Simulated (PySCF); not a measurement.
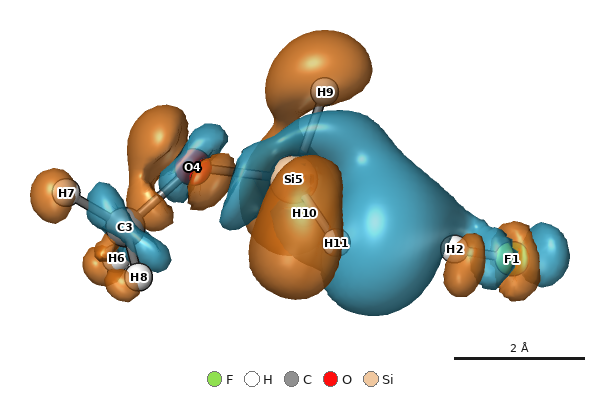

Figure. CH$_{7}$FOSi, SMILES `F.CO[SiH3]`. Density of the complex less the densities of the two fragments at the same geometry, ±0.0015 e/Å³ (light blue: gain, orange: loss). Fragment A: HF (atoms 1–2); fragment B: SiH6CO.

Method: CAM-B3LYP/def2-SVPD; geometry: GFN2-xTB; program: PySCF.

Q: Which way does charge flow?

A: Hirshfeld charges show 0.015 e passing from B to A. By Hirshfeld charges, electrons gather most on H2 (−0.010 e) and leave H9 most (+0.007 e); 0.07 e is displaced in all, which induces a dipole of 0.57 D.

Q: What is the interaction energy, and which contacts carry it?

A: The counterpoise-corrected interaction energy of the frozen fragments is −0.1 kcal/mol without dispersion correction and −0.6 kcal/mol with D3(BJ). The pair geometry is semi-empirical, not a minimum at this level. Contacts: H2···H11, H···H contact, 2.04 Å, ρ = 0.011 a.u. The pose is a local one from a semi-empirical search, not shown to be the most stable.

Run time: 31 s on 1 thread of Intel(R) Xeon(R) Platinum 8375C CPU @ 2.90GHz (Ice Lake), with other jobs on the host, peak memory 0.72 GiB.
